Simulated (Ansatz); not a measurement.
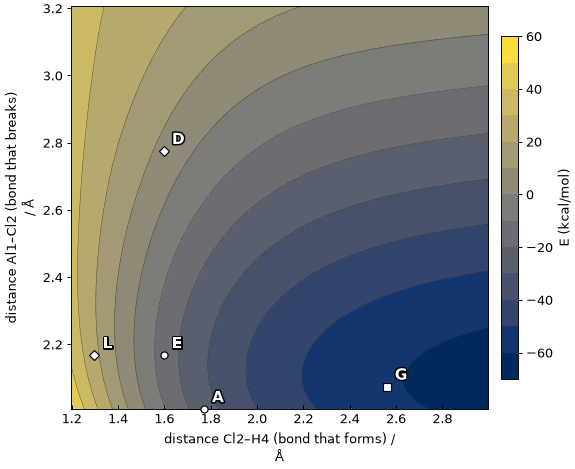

The reacting system AlCl₂H₂N (fragments AlCl₂H₂N where the first distance is long, AlClHN + ClH where the second is long). Coordinates scanned: (1) distance Cl2–H4 (bond that forms); (2) distance Al1–Cl2 (bond that breaks). Relaxed at each point: all other coordinates. Grid: 11 × 11 points. Points are written as (first, second). Energies are in kcal/mol, from a guessed transition structure relaxed with its forming and breaking bonds held. The reference is spin-restricted, so regions where a bond is pulled apart into radicals lie too high. Level of theory: RKS PBE0-D4/def2-SVP in Ansatz 0.2.0.

The picture shows filled contours, lettered points. Between grid points the surface is interpolated.

Question: Is D the lowest point of the computed grid?

Answer: No. D lies 71 kcal/mol above the lowest grid point, which is at (2.997 Å, 2.074 Å).

Question: What kind of point is each of D, E, G, L: minimum, saddle, maximum or slope?

Answer: D: on a slope; E: on a slope; G: on a slope; L: on a slope. (In these two coordinates alone; a stationary point may lie a little off the grid point.)
